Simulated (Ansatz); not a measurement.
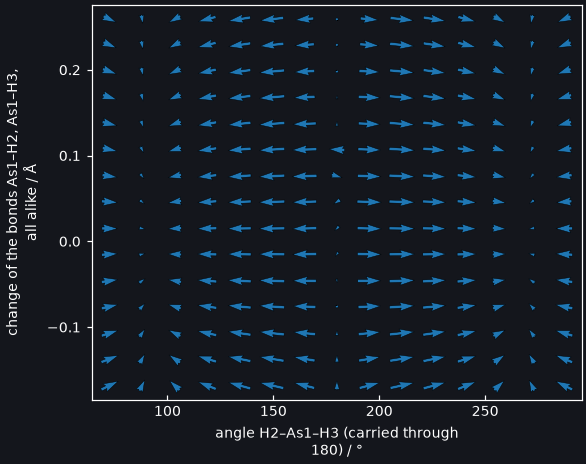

AsH2, SMILES [AsH2], spin multiplicity 2. 
- Coordinates scanned: (1) angle H2–As1–H3 (carried through 180); (2) change of the bonds As1–H2, As1–H3, all alike.
- Nothing is relaxed (all other coordinates rigid).
- The scan uses a 15 × 15 grid; 120 points were computed and 105 follow by symmetry.
- Points are written as (first, second).
- In part of the range the unrestricted reference is strongly spin-contaminated.
- Method: UKS PBE0-D4/def2-TZVP (Ansatz 0.2.0).

Drawn: arrows along the force (downhill), their lengths compressed.

The arrows alone are given. Where are the wells?

The arrows converge at about (90°, 0.000 Å); about (270°, 0.00 Å) (read from the interpolated surface).

The energy map of the same scan:

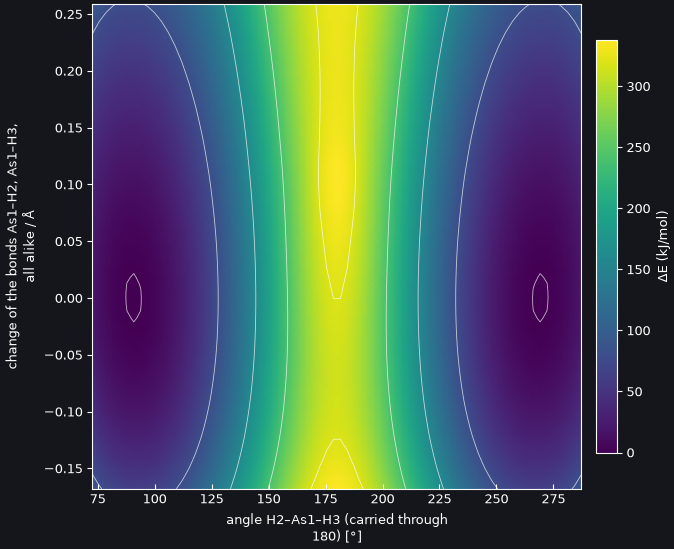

Energies are in kJ/mol, from the lowest grid point; between grid points the surface is interpolated.
